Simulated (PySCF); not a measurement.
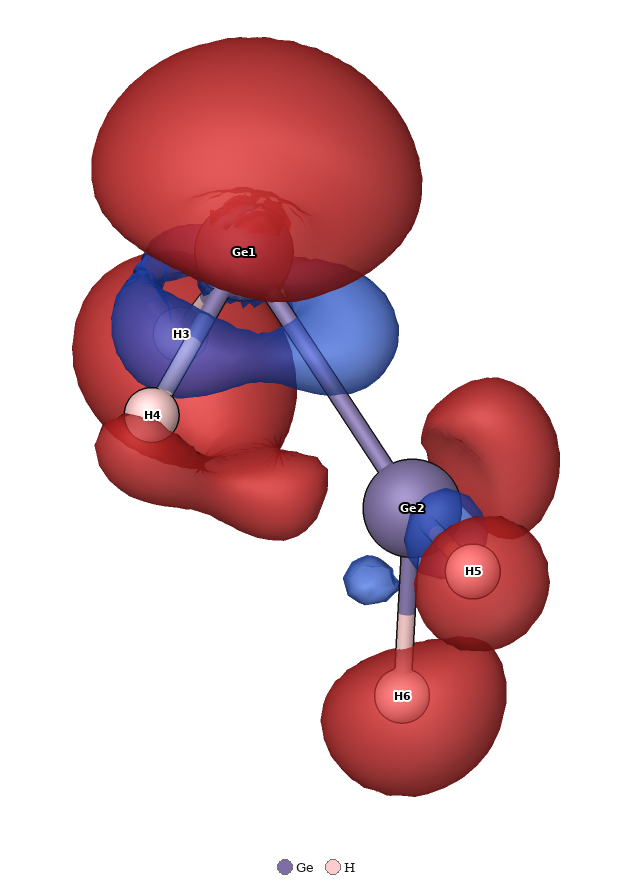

Figure. Ge2H4, SMILES `[GeH2]=[GeH2]`. Fukui function f⁻ = ρ(N) − ρ(N−1) at fixed geometry, surfaces at ±0.02 e/Å³ (red positive, blue negative).

Computed with PySCF, TPSS/def2-SVPD, geometry: GFN2-xTB. This is a single-reference result, which may miss multireference character in this system. No frequency check shows the geometry to be a minimum. GFN2-xTB bond lengths at metals and heavier atoms can be off by up to 0.1 Å and shapes distorted, which carries into these values.

**On which atoms does the density change most on removal of an electron?**

f⁻ (Hirshfeld-condensed) is largest on Ge1 (0.45); the vertical ionisation energy is 8.98 eV. Condensed values hint at sites of electrophilic attack but needn't mark the atom that reacts. Orbital relaxation makes it negative in places (0.12 e in all).

```json
{"atom": "Ge1", "f⁻": "+0.45", "charge": "+0.05"}
{"atom": "Ge2", "f⁻": "+0.18", "charge": "+0.30"}
{"atom": "H3", "f⁻": "+0.15", "charge": "−0.12"}
{"atom": "H4", "f⁻": "+0.05", "charge": "−0.07"}
{"atom": "H5", "f⁻": "+0.07", "charge": "−0.09"}
{"atom": "H6", "f⁻": "+0.10", "charge": "−0.07"}
```
